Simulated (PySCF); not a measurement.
## A study: CH3Cl3Ge, SMILES `C[Ge](Cl)(Cl)Cl`

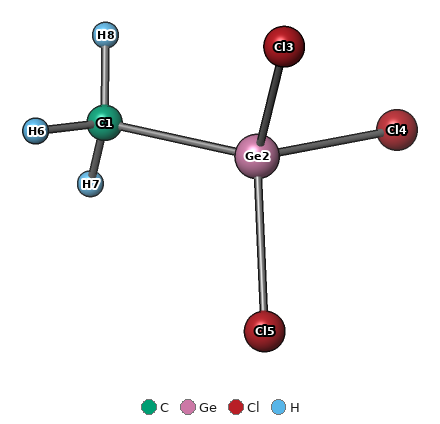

The molecule, with its atoms numbered as below. No frequency check shows the geometry to be a minimum.

Geometry (Å), atoms numbered from 1:

```
C1       0.0038    0.0000    2.2180
Ge2      0.0000   -0.0000    0.2158
Cl3     -0.1985    1.9780   -0.5479
Cl4     -1.6146   -1.1604   -0.5468
Cl5      1.8114   -0.8175   -0.5495
H6       0.7891    0.6533    2.5789
H7       0.1741   -1.0084    2.5794
H8      -0.9575    0.3551    2.5803
```

### 1. Bonding charge

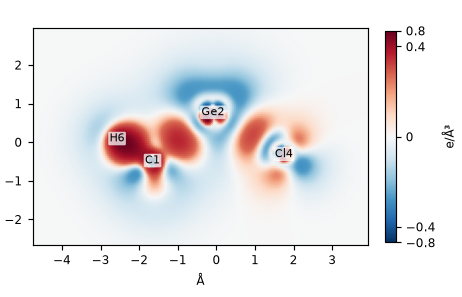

Deformation density (molecule less spherical, spin-averaged free atoms) in the plane of C1, Ge2, Cl4 and H6; colour scale in e/Å³, logarithmic beyond ±0.1; red: gain, blue: loss.

Method: PBE0/def2-TZVP; geometry: GFN2-xTB; program: PySCF.

Q: Describe the bonding that the map shows.

A: C1–H6: +0.71 e/Å³ at the bond critical point (bond length 1.08 Å, Mayer order 0.9). C1–Ge2: +0.22 e/Å³ at the bond critical point (bond length 2.00 Å, Mayer order 0.9). Ge2–Cl4: +0.09 e/Å³ at the bond critical point (bond length 2.13 Å, Mayer order 1.0). In all, 1.8 electrons gather in the regions of gain relative to the promolecule. A small or negative value marks a very polar bond, one between electron-rich atoms, whose free-atom densities already overlap strongly, a long bond to a heavier atom, or a closed-shell contact such as a hydrogen bond.

### 2. Bond critical points

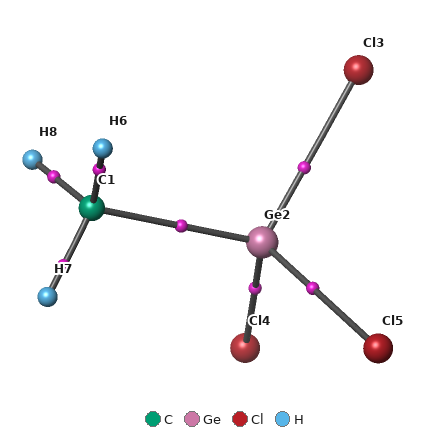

Molecular graph of the electron density (QTAIM): bond paths, bond critical points (magenta), ring points (cyan, if any); weak paths are dashed.

Q: How many critical points of each kind are there, and does the count close?

A: 8 nuclei, 7 bond, 0 ring and 0 cage critical points: 8 − 7 + 0 − 0 = 1, as the Poincaré–Hopf relation requires.

Q: Tabulate density, Laplacian, ellipticity and energy density at the bond critical points (atomic units).

A:
| bond | length (Å) | ρ (a.u.) | ∇²ρ (a.u.) | ε | H (a.u.) |
| --- | --- | --- | --- | --- | --- |
| C1–H6 (2 alike) | 1.083 | 0.280 | −0.96 | 0.01 | −0.284 |
| C1–H8 | 1.087 | 0.278 | −0.95 | 0.01 | −0.280 |
| C1–Ge2 | 2.002 | 0.122 | +0.01 | 0.00 | −0.062 |
| Ge2–Cl4 (3 alike) | 2.130 | 0.111 | +0.18 | 0.01 | −0.050 |

Q: What kind of interaction is C1–H6?

A: Shared-shell (covalent): ρ = 0.280, ∇²ρ = −0.96, H = −0.284 a.u.

### 3. Local ionisation energy

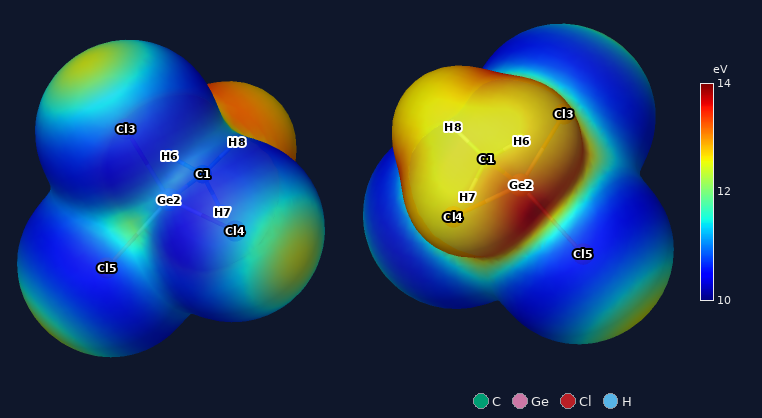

Average local ionisation energy on the surface of electron density 0.001 a.u. (back view left, front view right).

Q: Where are the most loosely bound electrons on this surface?

A: The lowest value is 10.5 eV, 2.1 Å from Cl4, and at like points elsewhere. Further minima include 10.5 eV, 2.1 Å from Cl5, and at like points elsewhere; 10.5 eV, 2.1 Å from Cl3, and at like points elsewhere. For comparison, the highest occupied orbital lies at −9.1 eV.

Q: What volume does the surface enclose, and what is the dipole moment?

A: About 149 Å³; the dipole moment is 2.5 D.

### 4. In an electric field

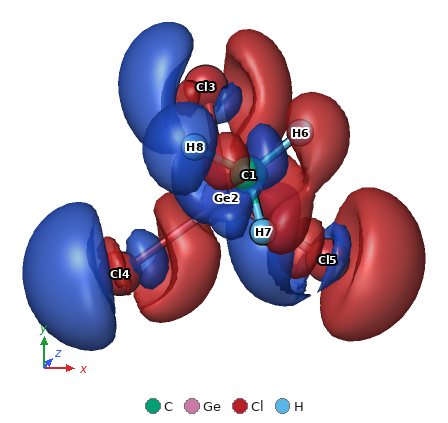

Change of the electron density in a uniform field of 0.21 V/Å, surfaces at ±0.0015 e/Å³ (blue: gain, red: loss).

Level of theory: PBE0/def2-TZVP (PySCF), at a geometry from GFN2-xTB. A basis without diffuse functions makes polarisabilities too small.

Q: Along which Cartesian direction does the field point?

A: Along +x: electrons gather on the −x side, against the field.

Q: How large is the response?

A: The induced dipole is 0.78 D (along the field); α along this axis, from the fields in both directions, is 76 bohr³ (11.3 Å³).

Q: Which atoms gain and lose the most charge?

A: Electrons gather most on Cl4 (Hirshfeld charge changes by −0.019 e) and leave Cl5 most (+0.021 e); 0.066 electrons are displaced in all.

### 5. Removing or adding an electron

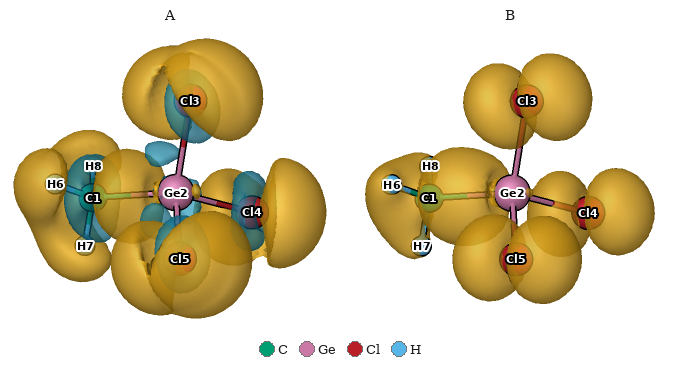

The Fukui function f⁻ from two separate SCF calculations and the density of the HOMO, at ±0.01 e/Å³ (yellow positive, teal negative).

PySCF calculation, PBE0/def2-TZVP, gas phase; geometry: GFN2-xTB.

Q: Which panel is which, and how good is the frozen-orbital picture?

A: A is f⁻ (it has negative regions), B the HOMO density. The HOMO lies on C1 (21 %), Cl3, Cl4 and Cl5 (20 % each) and Ge2 (12 %); f⁻ (Hirshfeld-condensed) is largest on Cl3, Cl4 and Cl5 (0.22 each); the vertical ionisation energy is 10.99 eV (the stability of the cation's solution wasn't checked). Relaxation shifts 14 % of the electron between atoms. The orbital energy is −9.14 eV.

The PySCF runs shown took 38 s, 90 s and 2.1 min on 1 thread of Arm Neoverse V2 (shared host).
